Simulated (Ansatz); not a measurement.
# Run report: CH₃AlClFO, molecular dynamics (part 4 of 4)

CH₃AlClFO; RHF/6-31G* (Ansatz 0.2.0). It belongs to a series of runs on one base structure; here: dynamics from the highest image of the converged band.

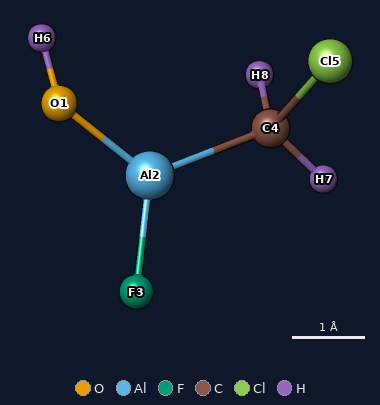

**Figure 1.** The geometry at step 166 of the log (ball-and-stick view, seen at a tilt; atoms are numbered from 1 in the order of the input).

**Trajectory as extended XYZ, continued**
```
8
Properties=species:S:1:pos:R:3:forces:R:3 step=128 time_fs=64.0 energy=-24910.12938 temperature=62.8
O    -0.7782    0.9321    1.5900    0.2156  -0.0365   0.5072
Al    0.2391   -0.1477    0.8626   -0.1307  -0.2148  -0.9306
F     1.4061   -0.8957    1.7188    0.0803   0.0166   0.1292
C     0.1246   -0.5870   -1.0868    0.0065  -0.1316   0.0146
Cl    0.6769    0.9450   -1.9321   -0.0963  -0.0887   0.0689
H    -1.6151    1.3433    1.5604   -0.2915   0.1701  -0.1715
H     0.8322   -1.3478   -1.4057   -0.2071   0.1083   0.1081
H    -0.8551   -0.8330   -1.5073    0.4232   0.1765   0.2741
8
Properties=species:S:1:pos:R:3:forces:R:3 step=132 time_fs=66.0 energy=-24910.12944 temperature=62.8
O    -0.7768    0.9316    1.5858    0.1559   0.0045   0.5278
Al    0.2396   -0.1488    0.8655   -0.0692  -0.2350  -1.0447
F     1.4037   -0.8976    1.7217    0.1217  -0.0157   0.1814
C     0.1306   -0.5889   -1.0879    0.4605   0.0761   0.4151
Cl    0.6748    0.9473   -1.9347   -0.0937  -0.1873   0.0781
H    -1.6070    1.3564    1.5710   -0.2835   0.1716  -0.1611
H     0.8261   -1.3604   -1.4063   -0.1751   0.1597   0.0556
H    -0.8463   -0.8209   -1.4768   -0.1165   0.0261  -0.0523
8
Properties=species:S:1:pos:R:3:forces:R:3 step=136 time_fs=68.0 energy=-24910.12262 temperature=54.2
O    -0.7752    0.9311    1.5828   -0.4955   0.3593   0.5417
Al    0.2400   -0.1502    0.8669    0.0057  -0.2426  -1.0859
F     1.4015   -0.8995    1.7249    0.1377  -0.0347   0.2121
C     0.1379   -0.5905   -1.0876    0.5370   0.4398   0.7574
Cl    0.6727    0.9495   -1.9372   -0.0800  -0.2757   0.0880
H    -1.6078    1.3750    1.5754    0.3332  -0.1573  -0.1560
H     0.8139   -1.3675   -1.4050    0.0534  -0.0089  -0.0851
H    -0.8413   -0.8077   -1.4479   -0.4915  -0.0799  -0.2721
8
Properties=species:S:1:pos:R:3:forces:R:3 step=140 time_fs=70.0 energy=-24910.12472 temperature=56.7
O    -0.7746    0.9315    1.5811   -0.4000   0.2910   0.5172
Al    0.2405   -0.1520    0.8668    0.0611  -0.2036  -1.0151
F     1.3996   -0.9014    1.7286    0.1224  -0.0351   0.2180
C     0.1468   -0.5907   -1.0850   -0.0898   0.5590   0.6892
Cl    0.6704    0.9513   -1.9397   -0.0556  -0.3418   0.1013
H    -1.5981    1.3887    1.5738    0.2532  -0.1220  -0.1574
H     0.8035   -1.3749   -1.4069    0.1999  -0.1164  -0.1796
H    -0.8526   -0.7970   -1.4284   -0.0911  -0.0311  -0.1736
8
Properties=species:S:1:pos:R:3:forces:R:3 step=143 time_fs=71.5 energy=-24910.12541 temperature=57.6
O    -0.7748    0.9322    1.5807    0.1236  -0.0411   0.4764
Al    0.2408   -0.1535    0.8658    0.0884  -0.1472  -0.8920
F     1.3984   -0.9030    1.7316    0.0917  -0.0235   0.2057
C     0.1535   -0.5898   -1.0816   -0.5466   0.4053   0.4333
Cl    0.6687    0.9524   -1.9414   -0.0351  -0.3703   0.1140
H    -1.5846    1.3960    1.5686   -0.2275   0.1501  -0.1624
H     0.8003   -1.3828   -1.4125    0.1297  -0.0017  -0.1429
H    -0.8644   -0.7898   -1.4184    0.3757   0.0286  -0.0321
8
Properties=species:S:1:pos:R:3:forces:R:3 step=147 time_fs=73.5 energy=-24910.12608 temperature=58.6
O    -0.7748    0.9331    1.5811    0.2813  -0.1842   0.4262
Al    0.2414   -0.1557    0.8633    0.1296  -0.0693  -0.6728
F     1.3969   -0.9050    1.7360    0.0339   0.0027   0.1696
C     0.1608   -0.5874   -1.0760   -0.6066   0.1177   0.0904
Cl    0.6664    0.9536   -1.9437   -0.0097  -0.3745   0.1325
H    -1.5742    1.4109    1.5562   -0.3180   0.2066  -0.1757
H     0.7995   -1.3925   -1.4241   -0.0643   0.2731   0.0044
H    -0.8671   -0.7794   -1.4060    0.5538   0.0279   0.0254
8
Properties=species:S:1:pos:R:3:forces:R:3 step=151 time_fs=75.5 energy=-24910.13473 temperature=69.6
O    -0.7742    0.9336    1.5826   -0.2693   0.1190   0.3581
Al    0.2422   -0.1580    0.8598    0.1780   0.0047  -0.4161
F     1.3954   -0.9071    1.7408   -0.0342   0.0360   0.1169
C     0.1663   -0.5847   -1.0700   -0.1689   0.0820  -0.0500
Cl    0.6640    0.9543   -1.9458    0.0128  -0.3411   0.1498
H    -1.5735    1.4322    1.5372    0.2982  -0.1769  -0.1641
H     0.7968   -1.3924   -1.4358   -0.0944   0.3469   0.1085
H    -0.8508   -0.7683   -1.3932    0.0778  -0.0706  -0.1031
8
Properties=species:S:1:pos:R:3:forces:R:3 step=155 time_fs=77.5 energy=-24910.13675 temperature=72.3
O    -0.7742    0.9343    1.5849   -0.2386   0.0636   0.2807
Al    0.2433   -0.1603    0.8558    0.2043   0.0985  -0.1213
F     1.3939   -0.9091    1.7457   -0.1065   0.0728   0.0548
C     0.1712   -0.5815   -1.0641    0.1418   0.3281  -0.0626
Cl    0.6617    0.9547   -1.9477    0.0329  -0.2789   0.1633
H    -1.5635    1.4479    1.5119    0.3472  -0.2187  -0.1592
H     0.7913   -1.3800   -1.4437    0.1102   0.1045   0.0839
H    -0.8318   -0.7598   -1.3844   -0.4912  -0.1699  -0.2396
8
Properties=species:S:1:pos:R:3:forces:R:3 step=158 time_fs=79.0 energy=-24910.14048 temperature=77.1
O    -0.7745    0.9350    1.5870    0.2497  -0.2949   0.2616
Al    0.2442   -0.1619    0.8526    0.2063   0.1774   0.1121
F     1.3926   -0.9105    1.7495   -0.1586   0.0990   0.0064
C     0.1751   -0.5786   -1.0599   -0.0820   0.4743  -0.1867
Cl    0.6600    0.9548   -1.9490    0.0456  -0.2199   0.1688
H    -1.5476    1.4544    1.4888   -0.0781   0.0623  -0.2027
H     0.7895   -1.3676   -1.4475    0.2819  -0.1298   0.0328
H    -0.8282   -0.7575   -1.3834   -0.4647  -0.1685  -0.1924
8
Properties=species:S:1:pos:R:3:forces:R:3 step=162 time_fs=81.0 energy=-24910.14671 temperature=85.1
O    -0.7744    0.9352    1.5905    0.4923  -0.5008   0.2383
Al    0.2458   -0.1638    0.8486    0.2070   0.2613   0.3958
F     1.3906   -0.9122    1.7546   -0.2153   0.1250  -0.0549
C     0.1799   -0.5733   -1.0548   -0.6530   0.3255  -0.6006
Cl    0.6577    0.9547   -1.9506    0.0553  -0.1327   0.1662
H    -1.5296    1.4657    1.4511   -0.2635   0.1972  -0.2425
H     0.7963   -1.3553   -1.4513    0.2784  -0.1927   0.0683
H    -0.8366   -0.7596   -1.3876    0.0989  -0.0828   0.0296
8
Properties=species:S:1:pos:R:3:forces:R:3 step=166 time_fs=83.0 energy=-24910.15137 temperature=91.2
O    -0.7732    0.9343    1.5945   -0.0510  -0.1196   0.0877
Al    0.2476   -0.1654    0.8451    0.2176   0.3078   0.6086
F     1.3882   -0.9136    1.7596   -0.2490   0.1359  -0.1058
C     0.1827   -0.5671   -1.0517   -0.7637  -0.0873  -1.0024
Cl    0.6555    0.9545   -1.9521    0.0535  -0.0447   0.1477
H    -1.5191    1.4827    1.4047    0.2931  -0.2033  -0.1203
H     0.8129   -1.3495   -1.4521    0.0224   0.0338   0.2236
H    -0.8418   -0.7650   -1.3910    0.4771  -0.0225   0.1609
8
Properties=species:S:1:pos:R:3:forces:R:3 step=170 time_fs=85.0 energy=-24910.16274 temperature=105.8
O    -0.7721    0.9330    1.5987   -0.2222   0.0170  -0.0280
Al    0.2498   -0.1666    0.8425    0.2225   0.3357   0.7410
F     1.3853   -0.9148    1.7644   -0.2566   0.1315  -0.1397
C     0.1832   -0.5611   -1.0518   -0.3091  -0.3077  -1.0076
Cl    0.6534    0.9542   -1.9533    0.0430   0.0363   0.1108
H    -1.4988    1.4928    1.3536    0.4519  -0.3312  -0.0256
H     0.8306   -1.3427   -1.4445   -0.1603   0.1795   0.2973
H    -0.8308   -0.7716   -1.3890    0.2309  -0.0612   0.0519
8
Properties=species:S:1:pos:R:3:forces:R:3 step=174 time_fs=87.0 energy=-24910.17889 temperature=126.6
O    -0.7714    0.9318    1.6030    0.2242  -0.3288   0.0650
Al    0.2523   -0.1672    0.8409    0.2080   0.3479   0.7888
F     1.3819   -0.9157    1.7688   -0.2360   0.1101  -0.1537
C     0.1827   -0.5560   -1.0549    0.2142  -0.1531  -0.6050
Cl    0.6513    0.9540   -1.9545    0.0294   0.1027   0.0573
H    -1.4633    1.4920    1.3008   -0.0278   0.0477  -0.1434
H     0.8431   -1.3299   -1.4262   -0.0709   0.0320   0.1756
H    -0.8120   -0.7807   -1.3854   -0.3412  -0.1585  -0.1846
8
Properties=species:S:1:pos:R:3:forces:R:3 step=177 time_fs=88.5 energy=-24910.18521 temperature=134.8
O    -0.7706    0.9303    1.6062    0.3469  -0.4231   0.0984
Al    0.2543   -0.1674    0.8404    0.1856   0.3358   0.7647
F     1.3790   -0.9162    1.7720   -0.2006   0.0812  -0.1512
C     0.1827   -0.5525   -1.0586    0.2319   0.0210  -0.2812
Cl    0.6497    0.9539   -1.9553    0.0218   0.1412   0.0091
H    -1.4359    1.4914    1.2580   -0.1972   0.1948  -0.1856
H     0.8505   -1.3193   -1.4079    0.0994  -0.1770   0.0133
H    -0.8048   -0.7912   -1.3867   -0.4877  -0.1739  -0.2676
8
Properties=species:S:1:pos:R:3:forces:R:3 step=181 time_fs=90.5 energy=-24910.19490 temperature=147.1
O    -0.7690    0.9277    1.6106   -0.1053   0.0004  -0.1825
Al    0.2573   -0.1672    0.8408    0.1413   0.2906   0.6658
F     1.3748   -0.9168    1.7760   -0.1291   0.0269  -0.1322
C     0.1831   -0.5479   -1.0643   -0.2210  -0.0640  -0.1070
Cl    0.6477    0.9539   -1.9564    0.0188   0.1817  -0.0602
H    -1.4042    1.4956    1.1959    0.1668  -0.1238   0.1009
H     0.8639   -1.3112   -1.3833    0.1764  -0.2693  -0.1311
H    -0.8096   -0.8105   -1.3968   -0.0479  -0.0425  -0.1538
8
Properties=species:S:1:pos:R:3:forces:R:3 step=185 time_fs=92.5 energy=-24910.18791 temperature=138.3
O    -0.7675    0.9250    1.6147   -0.3747   0.3047  -0.4475
Al    0.2605   -0.1666    0.8421    0.0796   0.2277   0.5270
F     1.3703   -0.9173    1.7796   -0.0382  -0.0379  -0.0979
C     0.1829   -0.5436   -1.0704   -0.4472  -0.5090  -0.1005
Cl    0.6456    0.9541   -1.9576    0.0222   0.2171  -0.1262
H    -1.3668    1.4955    1.1375    0.3410  -0.3095   0.3659
H     0.8831   -1.3123   -1.3633   -0.0459  -0.0188  -0.1294
H    -0.8160   -0.8313   -1.4127    0.4632   0.1256   0.0086
8
Properties=species:S:1:pos:R:3:forces:R:3 step=189 time_fs=94.5 energy=-24910.17809 temperature=125.5
O    -0.7669    0.9229    1.6177   -0.0637   0.0588  -0.2948
Al    0.2637   -0.1657    0.8441    0.0079   0.1537   0.3747
F     1.3658   -0.9179    1.7831    0.0630  -0.1058  -0.0524
C     0.1814   -0.5408   -1.0768   -0.1225  -0.8143   0.0549
Cl    0.6436    0.9545   -1.9589    0.0292   0.2520  -0.1782
H    -1.3182    1.4854    1.0917   -0.0599   0.0555   0.1914
H     0.9005   -1.3141   -1.3482   -0.2662   0.2449  -0.1043
H    -0.8066   -0.8478   -1.4288    0.4122   0.1552   0.0089
8
Properties=species:S:1:pos:R:3:forces:R:3 step=192 time_fs=96.0 energy=-24910.16670 temperature=110.9
O    -0.7665    0.9215    1.6195    0.1523  -0.1304  -0.1391
Al    0.2662   -0.1648    0.8460   -0.0491   0.0907   0.2515
F     1.3624   -0.9185    1.7857    0.1413  -0.1564  -0.0146
C     0.1800   -0.5404   -1.0815    0.2822  -0.7317   0.3215
Cl    0.6422    0.9550   -1.9600    0.0357   0.2772  -0.2027
H    -1.2822    1.4783    1.0627   -0.3400   0.3354   0.0167
H     0.9076   -1.3101   -1.3396   -0.2378   0.2459  -0.1337
H    -0.7892   -0.8564   -1.4407    0.0155   0.0692  -0.0996
8
Properties=species:S:1:pos:R:3:forces:R:3 step=196 time_fs=98.0 energy=-24910.14688 temperature=85.4
O    -0.7658    0.9194    1.6215   -0.0360   0.1318  -0.3901
Al    0.2694   -0.1636    0.8488   -0.1301   0.0042   0.0782
F     1.3583   -0.9195    1.7890    0.2411  -0.2190   0.0353
C     0.1790   -0.5418   -1.0868    0.5297  -0.3534   0.6627
Cl    0.6402    0.9559   -1.9616    0.0448   0.3073  -0.2118
H    -1.2448    1.4791    1.0257   -0.2278   0.1880   0.2569
H     0.9101   -1.2975   -1.3330    0.0441  -0.0094  -0.2236
H    -0.7672   -0.8660   -1.4603   -0.4658  -0.0495  -0.2075
8
Properties=species:S:1:pos:R:3:forces:R:3 step=200 time_fs=100.0 energy=-24910.12977 temperature=63.4
O    -0.7652    0.9176    1.6225   -0.2850   0.5007  -0.7474
Al    0.2725   -0.1623    0.8518   -0.2094  -0.0756  -0.0790
F     1.3546   -0.9210    1.7925    0.3219  -0.2678   0.0781
C     0.1794   -0.5443   -1.0900    0.1752  -0.1784   0.6345
Cl    0.6383    0.9572   -1.9635    0.0510   0.3313  -0.1941
H    -1.2159    1.4866    0.9989   -0.0321  -0.0904   0.6132
H     0.9142   -1.2852   -1.3347    0.2696  -0.2385  -0.2666
H    -0.7608   -0.8768   -1.4869   -0.2913   0.0188  -0.0387
```

This output came from the following input.

**Input file**
```yaml
crystal:
  periodic: [false, false, false]
  atoms:
    - { symbol: O, position_ang: [-0.871142, 0.84961, 1.633063] }
    - { symbol: Al, position_ang: [0.208921, -0.135199, 0.819346] }
    - { symbol: F, position_ang: [1.475894, -0.791056, 1.619273] }
    - { symbol: C, position_ang: [0.00244, -0.582069, -1.081015] }
    - { symbol: Cl, position_ang: [0.74087, 0.899609, -1.872249] }
    - { symbol: H, position_ang: [-1.029391, 1.772102, 1.725467] }
    - { symbol: H, position_ang: [0.571905, -1.424456, -1.442582] }
    - { symbol: H, position_ang: [-1.007297, -0.64564, -1.457202] }
basis:
  gaussian: { orbitals: "6-31G*" }
hamiltonian:
  xc: hf
md:
  timestep: 0.5
  n_steps: 200
  ensemble: nve
  temperature: 100.0
  initial_velocities: maxwell_boltzmann
  seed: 6920
```

Launch command:
```bash
ansatz run input.yaml --threads 1 --pin off --max-ram 2048MiB --backend cpu --events-out ev --progress --plain --runs-dir out
```

**Summary**

- outcome: finished
- mean temperature over the second half: 91 K
- trajectory: 200 steps, 100 fs
- ensemble: nve
- temperature in the input: 100.0 K
- time step: 0.5 fs
- potential energy (last step): −24910.1298 eV
- mean-field energy (last step): −24910.1298 eV
- largest force (length of the vector) (last step): 0.944 eV/Å
- hardware: 1 thread of Arm Neoverse V1, 24 GiB of memory available, shared host
- wall time: 5.7 min
- peak memory: 0.16 GiB

**Remarks**

So short a trajectory is not equilibrated.
